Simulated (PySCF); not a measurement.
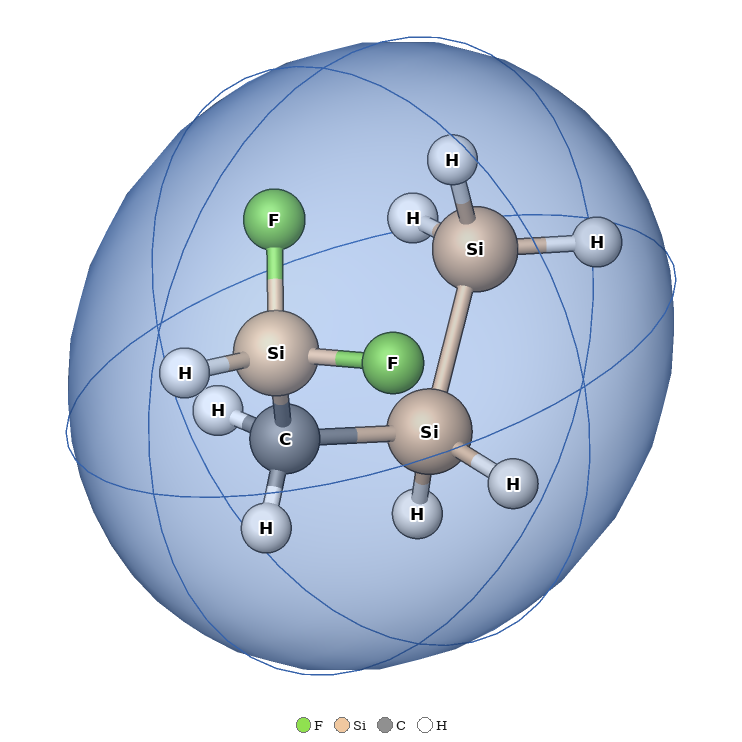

The ellipsoid shows the static dipole polarisability: its half-axes are proportional to the principal values. The computed structure is the end point of a GFN2-xTB optimisation. No frequency run is at hand to confirm it as a minimum. Level of theory: PBE0/def2-SVPD (PySCF 2.14.0).

### How large and how anisotropic is the polarisability?

Principal values 79.8, 92.1, 106.5 bohr³; mean 92.8 bohr³ (13.75 Å³); anisotropy 23.2 bohr³, so the longest axis is 1.34 times the shortest.

The geometry is semi-empirical. Around Si such bond lengths and angles can be off by a tenth of an ångström or more and by several degrees, and values that hang on the shape move with them.
